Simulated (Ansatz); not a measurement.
**BrCl2Sn: atomisation energy**

How much energy holds BrCl2Sn together? Aim: an atomisation energy, for BrCl2Sn, run from a script.

All numbers are computed with Ansatz 0.2.0 through its Python package. Level of theory: r2SCAN0/def2-SVPD.

**1. Starting point**

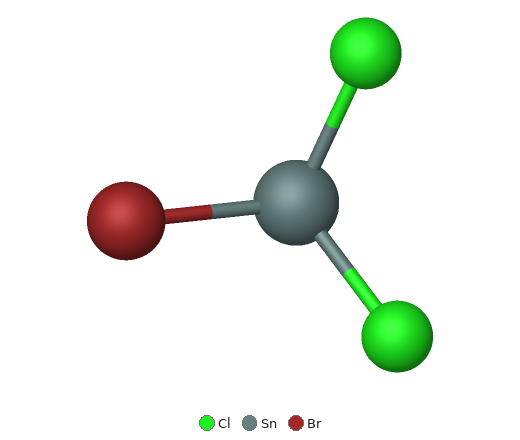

The starting structure, viewed from a chosen angle; chlorine green, tin teal, bromine red.

The script holds or builds the structure itself.

**2. Script**

tae_brcl2sn.py reads:

```python
from collections import Counter

import ansatz


def energy(molecule, charge=0, unpaired=0):
    calc = (
        molecule.calculation()
        .basis(gaussian="def2-SVPD")
        .functional("r2scan0")
    )
    if charge:
        calc = calc.charge(charge)
    if unpaired:
        calc = calc.spin("collinear", total=unpaired)
    report = calc.run(threads=1).report
    if report["published_state_doubts"]:
        print("  doubts:", report["published_state_doubts"])
    return report["free_energy_ev"]


def main() -> None:
    molecule = (
        ansatz.Crystal.molecule()
        .atom("Cl", [1.2886, 0.5196, 1.7883])
        .atom("Sn", [-0.502, -0.1059, 0.3339])
        .atom("Cl", [0.0407, -2.1425, -0.7057])
        .atom("Br", [-0.7718, 1.6685, -1.4367])
    )

    unpaired = {"Cl": 1, "Sn": 2, "Br": 1}
    counts = Counter(site.symbol for site in molecule.cartesian_sites)
    atom_energy = {s: energy(ansatz.Crystal.molecule().atom(s, (0, 0, 0)), 0, unpaired[s]) for s in counts}
    whole = energy(molecule, 0, 1)
    for s, e in atom_energy.items():
        print(f"{s:2s} x{counts[s]}  {e:14.5f} eV")
    print(f"BrCl2Sn: {whole:.5f} eV")
    split = sum(counts[s] * e for s, e in atom_energy.items()) - whole
    print(f"atomisation energy (no zero-point term): {split:.3f} eV, {split / sum(counts.values()):.3f} eV an atom")


if __name__ == "__main__":
    main()
```

**3. The calls as engine input**

The engine receives this input (first run):

```yaml
crystal:
  periodic: [false, false, false]
  atoms:
    - { symbol: Cl, position_ang: [0.0, 0.0, 0.0] }
basis:
  gaussian:
    orbitals: def2-SVPD
hamiltonian:
  xc: r2scan0
magnetization:
  spin_polarized: true
  initial_magnetization: 1.0
```

**4. The run**

Run with:

```console
$ python tae_brcl2sn.py
```

Output:

```text
Cl x2    -12516.33324 eV
Sn x1     -5831.43948 eV
Br x1    -70036.39620 eV
BrCl2Sn: -100909.83573 eV
atomisation energy (no zero-point term): 9.334 eV, 2.333 eV an atom
```

It took 29 s on 1 thread of Arm Neoverse V2, shared host; peak memory 0.64 GiB.

**5. Inputs of later runs**

The engine's inputs for the other runs:

Run 2, against run 1:

```diff
@@ -4 +4 @@
-    - { symbol: Cl, position_ang: [0.0, 0.0, 0.0] }
+    - { symbol: Sn, position_ang: [0.0, 0.0, 0.0] }
@@ -12 +12 @@
-  initial_magnetization: 1.0
+  initial_magnetization: 2.0
```

Run 3, against run 1:

```diff
@@ -4 +4 @@
-    - { symbol: Cl, position_ang: [0.0, 0.0, 0.0] }
+    - { symbol: Br, position_ang: [0.0, 0.0, 0.0] }
```

Run 4, against run 1:

```diff
@@ -4 +4,4 @@
-    - { symbol: Cl, position_ang: [0.0, 0.0, 0.0] }
+    - { symbol: Cl, position_ang: [1.2886, 0.5196, 1.7883] }
+    - { symbol: Sn, position_ang: [-0.502, -0.1059, 0.3339] }
+    - { symbol: Cl, position_ang: [0.0407, -2.1425, -0.7057] }
+    - { symbol: Br, position_ang: [-0.7718, 1.6685, -1.4367] }
```

**6. The engine's runs**

One row for each of the 4 runs:

```csv
run,system,unpaired or total moment,energy (eV),<S²>,SCF cycles,CPU time (s)
1,Cl,1,-12516.3332,0.75,16,0.85
2,Sn,2,-5831.4395,2.01,12,1
3,Br,1,-70036.3962,0.75,14,1.3
4,BrCl2Sn,1,-100909.8357,0.76,20,26
```

Totals carry meaning only in balanced differences at one level of theory.

**7. Results**

```
                         quantity     value
atomisation energy, no zero point  9.334 eV
                    runs compared         4
```

**Reading.** Zero-point motion and spin-orbit terms of the atoms are left out, and both would lower it. 9.334 eV from the electronic energies, without the zero-point term. Reading the output:
- The geometry is a force-field or estimated start, not a minimum of this method, and the basis set is short of its limit. All parts are taken at fixed geometry, without zero-point energy.
- def2 sets replace the cores of elements past krypton by effective core potentials.
- The species is open-shell (spin multiplicity 2).
- The spin-orbit lowering of heavy atoms is left out.
